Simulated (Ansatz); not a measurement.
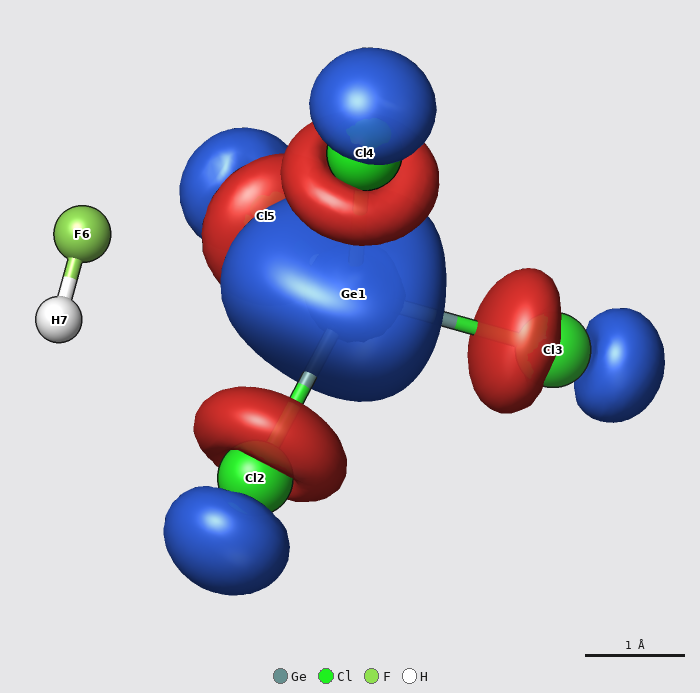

Figure. Cl4Ge···HF. The LUMO at ±0.15 Å⁻³ᐟ² (blue and red are the two phases), seen at a tilt.

Method: RKS B3LYP/def2-SVP (Ansatz 0.2.0).

Input

```
crystal:
  periodic: [false, false, false]
  atoms:
    - { symbol: Ge, position_ang: [0.0, 0.0, 0.0] }
    - { symbol: Cl, position_ang: [0.0, 0.0, 2.57] }
    - { symbol: Cl, position_ang: [2.0935, 0.0, -0.7393] }
    - { symbol: Cl, position_ang: [-1.0456, 1.8115, -0.7393] }
    - { symbol: Cl, position_ang: [-1.0456, -1.8115, -0.7393] }
    - { symbol: F, position_ang: [-1.879, 0.0, 0.6243] }
    - { symbol: H, position_ang: [-1.4051, 0.0, 1.7575] }
basis:
  gaussian: { orbitals: def2-SVP }
hamiltonian:
  xc: b3lyp
relax:
  f_tol: 0.15
  max_steps: 25
  restrain:
    - { distance: [0, 5], at: 2.88, k: 30.0 }
    - { distance: [6, 1], at: 2.57, k: 30.0 }
    - { distance: [0, 1], at: 2.22, k: 30.0 }
    - { distance: [6, 5], at: 0.92, k: 30.0 }
output:
  orbitals: {}
```

Run with:

```sh
ansatz run input.yaml --threads 4 --pin off --max-ram 5120MiB --backend cpu --events-out ev --progress --plain --runs-dir out
```

The fields are those of the run's last geometry, not of the input's.

### Where does this orbital lie, and at what energy?

By Hirshfeld shares it lies mainly on Ge1 (about 30 %), Cl2 (about 20 %), Cl4 (about 20 %), Cl5 (about 20 %) and Cl3 (about 15 %). Its energy is −2.77 eV.
